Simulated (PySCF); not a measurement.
C6H9FO3

Input file:

```
{"job": {"kind": "nmr", "xc": "PBE0", "basis": "pcSseg-1"}, "charge": 0, "multiplicity": 1}
O      3.146115    -0.858394     0.663065
C      2.088473    -1.297709     0.317412
C      1.046052    -0.512464    -0.462564
C      0.806342     0.832816     0.230823
C     -0.176052     1.712537    -0.542710
O     -1.334044     1.023469    -0.969237
C     -1.923540     0.209367     0.004841
C     -1.192727    -1.159058     0.145840
F     -0.837510    -1.342070     1.477738
O     -0.108728    -1.323679    -0.672826
H      1.774246    -2.333353     0.537891
H      1.445120    -0.336179    -1.471132
H      0.441874     0.654885     1.244527
H      1.768055     1.340341     0.310769
H      0.277151     2.085051    -1.463931
H     -0.460593     2.569247     0.087248
H     -1.957414     0.701466     0.985850
H     -2.945375     0.033881    -0.336797
H     -1.867249    -1.990906    -0.094268
```

Launched as:

```sh
OMP_NUM_THREADS=1 python probes_run.py task.json out
```

Geometry: GFN2-xTB.

Level of theory: PBE0/pcSseg-1, SCF density, gas phase, non-relativistic (PySCF).

Question: What will maps of the electron density and electron localisation function show?

Answer: C–O (1.37 Å): ρ is about 2.3 e/Å³ halfway, with its minimum of 2 e/Å³ about 0.5 Å from C; the ELF peaks at about 0.90 between the atoms: a shared but strongly polarised pair.

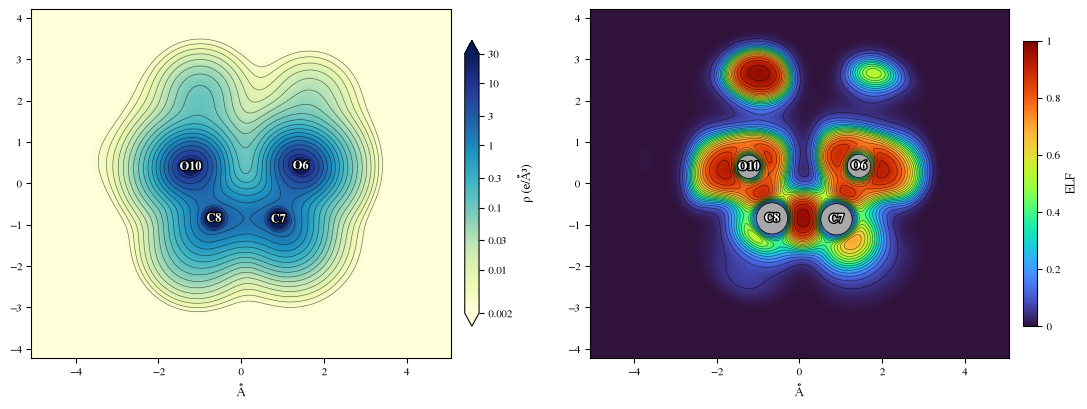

Computed electron density and electron localisation function on the plane of atoms O6, C7 and C8, in this order. Grey discs cover the atomic cores in the ELF map. 
